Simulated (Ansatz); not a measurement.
System: Sn₄F₃.

```cif
data_structure
_symmetry_space_group_name_H-M 'P 1'
_symmetry_Int_Tables_number 1
_cell_length_a 4.1141
_cell_length_b 4.1141
_cell_length_c 17.2551
_cell_angle_alpha 90.000
_cell_angle_beta 90.000
_cell_angle_gamma 90.000
_cell_volume 292.06
loop_
_atom_site_label
_atom_site_type_symbol
_atom_site_fract_x
_atom_site_fract_y
_atom_site_fract_z
_atom_site_occupancy
Sn1 Sn 0.50000 0.00000 0.08670 1
Sn2 Sn 0.00000 0.50000 0.91330 1
Sn3 Sn 0.00000 0.50000 0.26212 1
Sn4 Sn 0.50000 0.00000 0.73788 1
Sn5 Sn 0.00000 0.50000 0.63662 1
Sn6 Sn 0.50000 0.00000 0.36338 1
Sn7 Sn 0.00000 0.50000 0.45658 1
Sn8 Sn 0.50000 0.00000 0.54342 1
F1 F 0.50000 0.50000 0.00000 1
F2 F 0.00000 0.00000 0.00000 1
F3 F 0.50000 0.50000 0.82694 1
F4 F 0.00000 0.00000 0.82694 1
F5 F 0.00000 0.00000 0.17306 1
F6 F 0.50000 0.50000 0.17306 1
```

Space group P4/nmm; a generated structure, not necessarily the stable one; computed pressure about −2 GPa in this cell.

The calculation used DFT r2SCAN, scalar-relativistic, plane waves, PAW in Ansatz 0.2.0.

> Predict the valence pseudo-density and electron localisation function between the atoms.

Sn–F (2.54 Å): the density is about 0.23 e/Å³ at the midpoint; the ELF is about 0.15 at the midpoint (no localised pair shows between them).

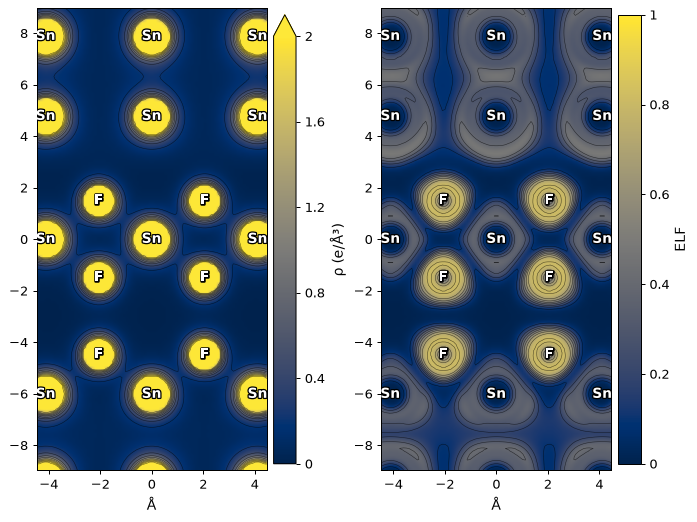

Computed valence pseudo-density and electron localisation function on the (010) plane of the conventional cell, in this order. 

Core electrons are frozen (PAW), and the valence fields are smoothed inside the atomic spheres.
